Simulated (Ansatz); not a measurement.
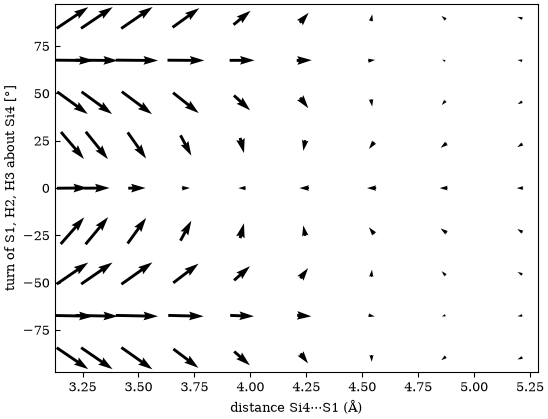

The pair H₂S···H₄Si. The turn is about an axis along (−0.11, 0.99, −0.13) in the frame of the relaxed pair, normal to the line between the partners. Coordinates scanned: (1) distance Si4···S1; (2) turn of S1, H2, H3 about Si4. The scan uses a 9 × 9 grid. Points are written as (first, second). These are results of RKS B3LYP-D4/def2-TZVPD in Ansatz, not measurements.

Drawn: arrows along the force (downhill), their lengths compressed.

Q: The arrows alone are given. Where is the energy lowest?

A: The arrows converge at about (3.817 Å, 0°) (read from the interpolated surface).

The energy map of the same scan:

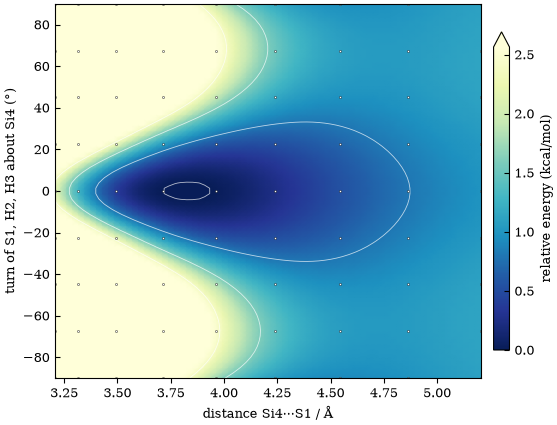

Energies are in kcal/mol, from the lowest grid point; between grid points the surface is interpolated.
